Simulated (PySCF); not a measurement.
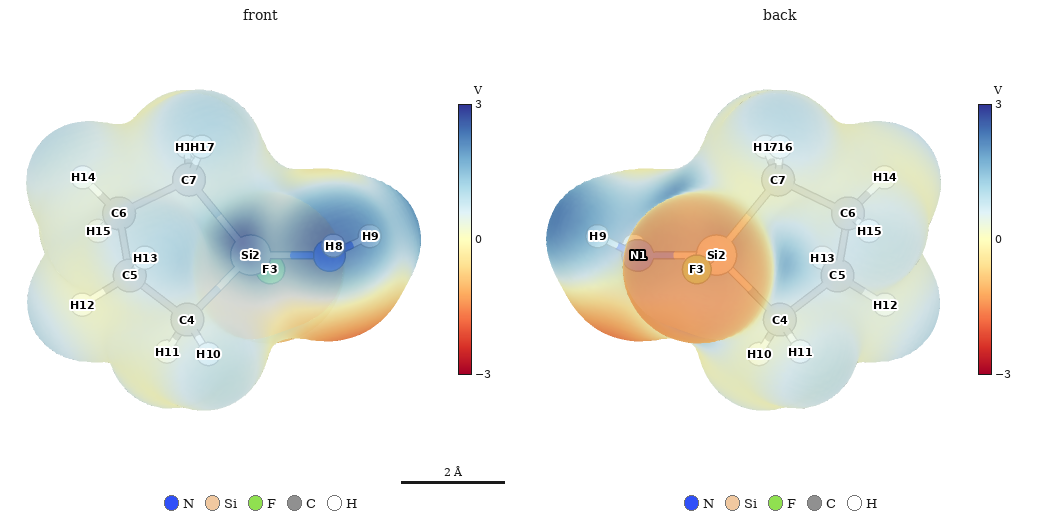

*C4H10FNSi. The electrostatic potential painted on the density surface at 0.004 e/bohr³, seen from the front and from behind; the colour scale runs from red (negative) to blue (positive).*

Geometry: GFN2-xTB.

The calculation used wB97X-D/def2-SVPD, SCF density, gas phase (PySCF 2.14.0).

```xyz
17

N     2.2692   -0.8515    0.9231
Si    1.0630   -0.4648   -0.2364
F     1.7435   -0.9558   -1.6259
C    -0.6263   -1.2642    0.0889
C    -1.5613   -0.0789    0.3522
C    -1.1547    1.0706   -0.5715
C     0.3565    1.2932   -0.4315
H     2.1371   -0.6185    1.8918
H     3.2349   -0.7532    0.6584
H    -0.6458   -1.9668    0.9184
H    -0.9643   -1.8056   -0.7942
H    -2.6075   -0.3501    0.1974
H    -1.4494    0.2442    1.3900
H    -1.7170    1.9771   -0.3387
H    -1.3814    0.7900   -1.6022
H     0.7437    1.8477   -1.2840
H     0.5529    1.8986    0.4544
```

### Where is the surface potential most negative and most positive?

The most negative region (about −1.5 V, or −35 kcal/mol for a unit charge) lies over N1, the most positive (about +2.4 V, or +55 kcal/mol for a unit charge) over Si2 and H8. N1 is the likeliest acceptor of a hydrogen bond.

### What dipole moment does the calculation give?

Its dipole moment is 2.33 D.
